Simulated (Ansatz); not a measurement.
Take GaAs in the zinc blende structure (space group F-43m, No. 216; a = 5.659 Å) as the base.

Perturbation: hole doping at 2.0×10^21 cm⁻³ (0.0906 per cell), with a uniform compensating background at fixed cell and a 300 K Fermi–Dirac width.

Calculations: plane-wave PAW DFT at the PBEsol level (Ansatz, a program for electronic structure, 420 eV), no spin-orbit coupling, earlier PAW set.

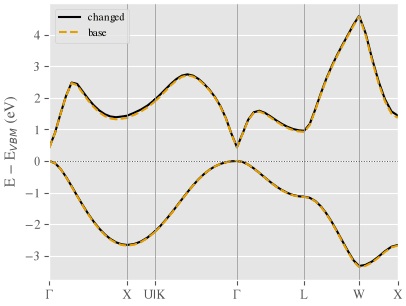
Fig. 1. Highest valence and lowest conduction band along the path, each from its own valence-band maximum

The gap is 0.44 eV, direct at Γ; the base has 0.42 eV.

Charged cell with a jellium background: band edges are those of the host's band count, energies are not comparable with the neutral cell, and many-body gap narrowing is missing. No phonon test of stability was made.
